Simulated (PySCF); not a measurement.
**C6H10O (SMILES CC(=O)C=C(C)C): density, localisation and related maps**

The calculation's input:

```
{"job": {"xc": "WP04", "basis": "pcSseg-1", "solvent": "chloroform", "kind": "nmr", "pop": true}, "charge": 0, "multiplicity": 1}
C      2.834070    -0.245896     0.362316
C      1.558259     0.156480    -0.342592
O      1.561101     1.022995    -1.196548
C      0.341910    -0.567910     0.070606
C     -0.889902    -0.390426    -0.459756
C     -2.051177    -1.184272     0.048768
C     -1.191940     0.589489    -1.552488
H      3.664580     0.374060     0.003079
H      2.727026    -0.132442     1.452827
H      3.055131    -1.308590     0.170469
H      0.460950    -1.308746     0.867998
H     -2.502691    -1.769795    -0.770242
H     -1.771688    -1.870411     0.859751
H     -2.843393    -0.508820     0.414728
H     -0.473306     0.504472    -2.378730
H     -2.216566     0.460773    -1.929794
H     -1.079703     1.621614    -1.184220
```

Command:

```sh
OMP_NUM_THREADS=1 python ens_run.py task.json out
```

Geometry: PBE0-D3(BJ)/def2-SVP.

The calculation used WP04/pcSseg-1, SCF density, in a chloroform solvent model, non-relativistic in PySCF 2.14.0.

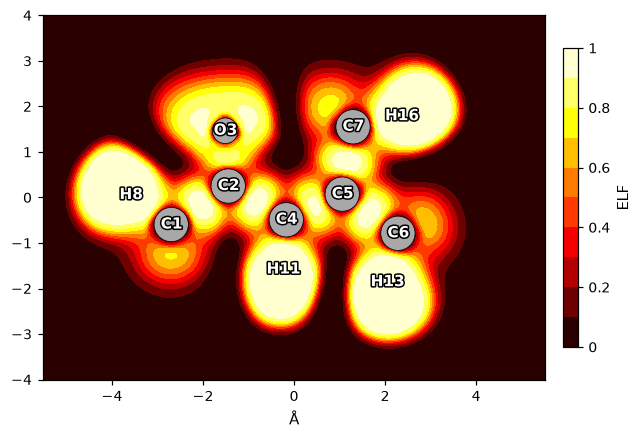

Figure 1. Electron localisation function on the plane of atoms C4, C5 and C6. Grey discs cover the atomic cores.

### Describe what can be read from this map.

- The section cuts through C, O and H sites.
- C–O (1.22 Å): the ELF peaks at about 0.85 between the atoms (a multiple bond).
- C–C (1.35 Å): the ELF peaks at about 0.95 between the atoms, as expected for a covalent bond.
- C–H (1.09 Å): the ELF climbs to about 1 towards the hydrogen, as it does in any bond to H: a covalent bond by its length.
- C–C (1.47 Å): the ELF peaks at about 0.95 between the atoms, as expected for a covalent bond.
- The ELF also peaks beside O3, away from the bonds: lone-pair regions.

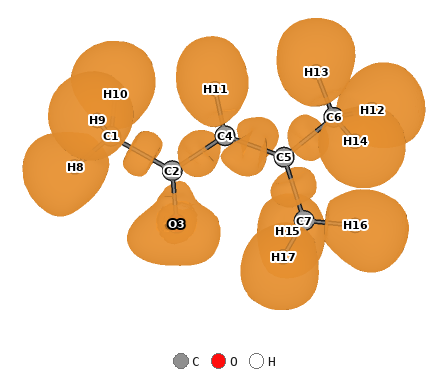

Figure 2. Isosurface of the ELF at 0.75 (orange), seen at a tilt. Core shells and regions of very low density are left out.

### Describe the localisation domains.

The ELF exceeds this value in five regions between bonded C–C atoms (shared pairs), ten regions around hydrogen nuclei and one region on O in which the atom's valence shell and bonds are merged.

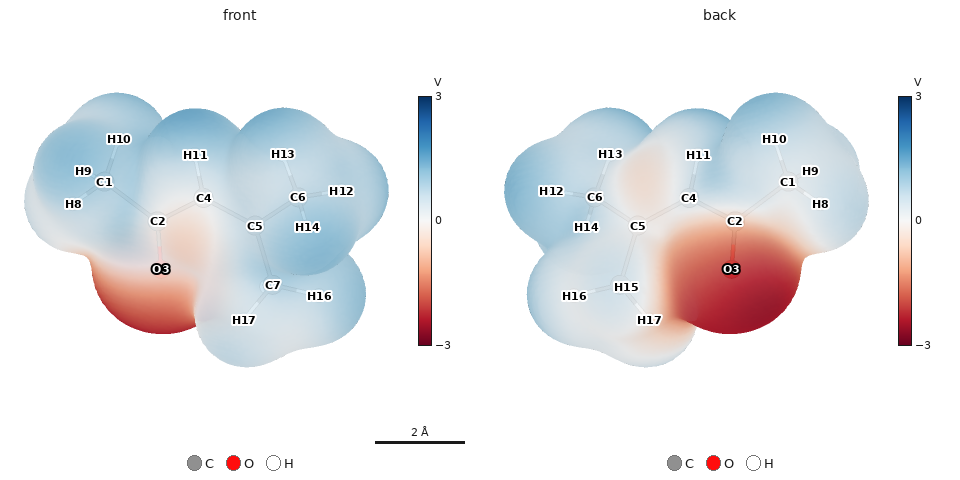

Figure 3. The molecular electrostatic potential painted on the density surface at 0.004 e/bohr³, seen from the front and from behind; the colour scale runs from red (negative) to blue (positive).

### Where is the surface potential most negative and most positive?

The most negative region (about −2.6 V, or −60 kcal/mol for a unit charge) lies over O3, the most positive (about +1.4 V, or +32 kcal/mol for a unit charge) over H11. O3 is the likeliest acceptor of a hydrogen bond.

### How polar is the molecule by this calculation?

Its dipole moment is 3.71 D.
